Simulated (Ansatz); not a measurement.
**What do other settings change for (9,9) carbon nanotube bundle (108 atoms)?**

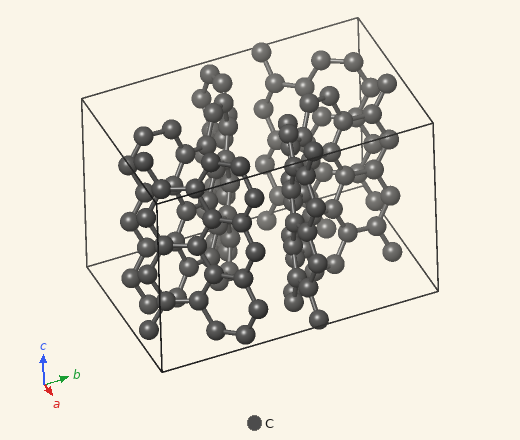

The cell (carbon dark grey). Some periodic images of atoms are drawn too.

The cell holds 108 atoms: 108 C. Cell: a = 15.506 Å, b = 15.506 Å, c = 7.380 Å, α = 90.0°, β = 90.0°, γ = 120.0°. It derives from C (graphene). Graphene sheet (a = 2.46 Å) rolled into a (9,9) tube of diameter 12.21 Å, 3 periods, hexagonal bundle with 3.3 Å between walls; not relaxed, displaced by a Gaussian of 0.02 Å.

Geometry: as built.

Reference run: Kohn-Sham DFT, PBE+D3(BJ), PAW (set soft_2), plane waves (Ansatz 0.2.0), cutoff 750 eV, k-mesh 1×1×2, gaussian smearing of 0.05 eV.

```
r.m.s. force component : 1.089 eV/Å
SCF cycles             : 10
time                   : 40 s on 8 threads of Arm Neoverse V1, shared host
```

Q: Estimate how much each variant changes the results, and its time and memory.
- support functions medium
- support functions low
- support functions high
- support functions medium, radius 3.42 Å
- support functions medium, radius 3.7 Å
- support functions medium, radius 3.94 Å
- support functions medium, radius 4.23 Å
- support functions medium, radius 4.75 Å
- support functions medium, radius 5.28 Å

Each row is set against the run with plane waves at 750 eV (Kohn-Sham DFT, PBE+D3(BJ), PAW (set soft_2), plane waves; r.m.s. force component 1.09 eV/Å). Energies are set beside the reference only for runs with its functional, potentials and electron count. Times are for 8 threads of Arm Neoverse V1, shared host.

| run | Δ force, r.m.s. (meV/Å) | share of r.m.s. force (%) | Δ energy (meV/atom) | cycles | time | host memory (GiB) |
| --- | --- | --- | --- | --- | --- | --- |
| reference | - | - | - | 10 | 40 s | 11 |
| support functions medium | 0.344 | 0.0316 | -0.0851 | 12 | 71 s | 3.5 |
| support functions low | 0.356 | 0.0327 | -0.0853 | 11 | 62 s | 3.4 |
| support functions high | 0.094 | 0.0087 | -0.0759 | 15 | 3.8 min | 6.2 |
| support functions medium, radius 3.42 Å | 0.353 | 0.0324 | -0.0849 | 12 | 66 s | 3.4 |
| support functions medium, radius 3.7 Å | 0.321 | 0.0295 | -0.0851 | 12 | 73 s | 3.6 |
| support functions medium, radius 3.94 Å | 0.311 | 0.0286 | -0.0849 | 12 | 86 s | 3.9 |
| support functions medium, radius 4.23 Å | 0.301 | 0.0276 | -0.0846 | 12 | 1.9 min | 4.3 |
| support functions medium, radius 4.75 Å | 0.301 | 0.0276 | -0.0849 | 12 | 2.7 min | 5.1 |
| support functions medium, radius 5.28 Å | 0.301 | 0.0276 | -0.0849 | 12 | 4 min | 6.1 |

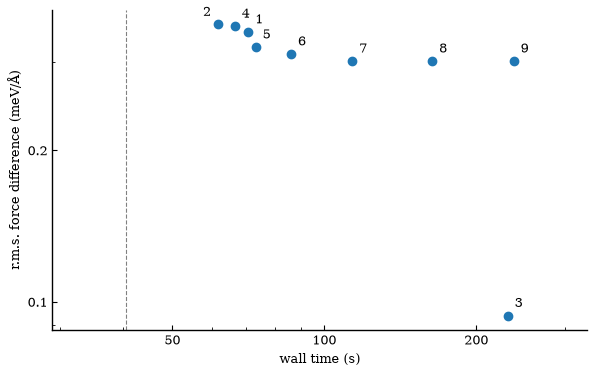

Force difference from the reference against wall time; the dashed line marks the reference's time. Points: 1 support functions medium; 2 support functions low; 3 support functions high; 4 support functions medium, radius 3.42 Å; 5 support functions medium, radius 3.7 Å; 6 support functions medium, radius 3.94 Å; 7 support functions medium, radius 4.23 Å; 8 support functions medium, radius 4.75 Å; 9 support functions medium, radius 5.28 Å.

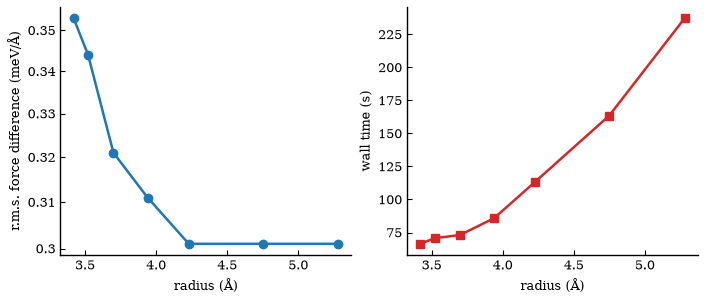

Force difference and time against the radius.

Among numerical settings the force difference runs from 0.094 meV/Å (support functions high) to 0.36 meV/Å (support functions low). At 108 atoms the fastest of the runs at a preset level, support functions low, takes 1.5 times the time of plane waves, in 11 SCF cycles against 10. Differences between support functions and plane waves include what basis error the plane-wave run still has. As the radius goes from 3.42 to 5.28 Å, the force difference goes from 0.35 to 0.30 meV/Å, and the time from 66 s to 4 min. 

[Logs are printed without paths, hosts, clocks, repeated set-up lines and the standing remarks that a program may print on its own settings, such as how far it seeks lower states.]

[Hosts, paths, dates, database ids (printed as entryN), source tags and the programs' standing remarks are cut or masked in the printed files.]
